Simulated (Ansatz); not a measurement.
# C₄H₆F₂O: basis-set convergence

How large a basis does C₄H₆F₂O need? Two functionals are run in growing sets.

Program: Ansatz 0.2.0, Gaussian basis. Level of theory: one geometry, several basis sets. These are calculated values, not measurements.

Plan: PBE0-D4/def2-SVP; ωB97M-V/def2-SVP; PBE0-D4/def2-QZVPP; ωB97M-V/def2-QZVPP; the functionals' def2-TZVPP values are taken from earlier runs.

**1. The relaxed structure**

The geometry comes from an earlier relaxation with PBE0-D4 in a triple-zeta def2 set; it is a stationary point, not always the lowest conformer.

SMILES `F[C@H]1COC[C@@H]1F`, 13 atoms, charge 0, spin multiplicity 1.

Atoms are counted from 1 here; the program's logs count them from 0.

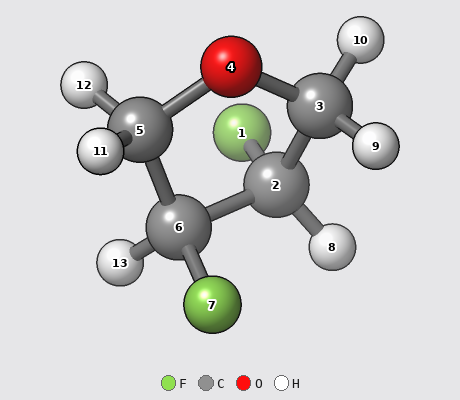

The structure; fluorine green, carbon grey, oxygen red, hydrogen white; atoms are numbered from 1 in the order of the file.

**2. PBE0-D4 in def2-SVP**

The input, in.yaml:

```yaml
crystal:
  periodic: [false, false, false]
  atoms:
    - {symbol: F, position_ang: [-0.289126, -1.730353, 0.948177]}
    - {symbol: C, position_ang: [0.000428, -0.377223, 0.986873]}
    - {symbol: C, position_ang: [1.310834, -0.095383, 0.290751]}
    - {symbol: O, position_ang: [1.018108, 0.030544, -1.090237]}
    - {symbol: C, position_ang: [-0.383426, 0.121025, -1.280724]}
    - {symbol: C, position_ang: [-0.992687, 0.338257, 0.084167]}
    - {symbol: F, position_ang: [-0.975704, 1.682226, 0.415511]}
    - {symbol: H, position_ang: [-0.042898, -0.039824, 2.023665]}
    - {symbol: H, position_ang: [1.741501, 0.838603, 0.670782]}
    - {symbol: H, position_ang: [2.024001, -0.908551, 0.445323]}
    - {symbol: H, position_ang: [-0.612919, 0.951168, -1.953008]}
    - {symbol: H, position_ang: [-0.764792, -0.810535, -1.715396]}
    - {symbol: H, position_ang: [-2.012717, -0.034856, 0.188914]}
basis:
  gaussian: {orbitals: def2-SVP}
hamiltonian: {xc: pbe0, dispersion: d4}
output: {orbitals: {seedname: orbitals}}
```

On the command line:

```sh
ansatz run in.yaml --threads 4 --pin off --events-out ev --progress --plain --max-ram 11315MiB
```

Further steps of the session: ωB97M-V in def2-SVP; PBE0-D4 in def2-QZVPP; ωB97M-V in def2-QZVPP.

Before running them: what should the planned runs give, taken together? Wanted: PBE0-D4: double and triple zeta above quadruple; ωB97M-V: double and triple zeta above quadruple.

As calculated:

```
                                       quantity           value
PBE0-D4: double and triple zeta above quadruple  14.34, 0.61 eV
ωB97M-V: double and triple zeta above quadruple  14.72, 0.59 eV
```

For PBE0-D4 the step from double to triple zeta gains 13.73 eV and the next only 0.61 eV. Total energies overstate the basis error of differences, where much of it tends to cancel. The LUMO of ωB97M-V is positive and keeps falling with the basis (3.67 to 2.02 eV): an unbound level that the basis holds in place.
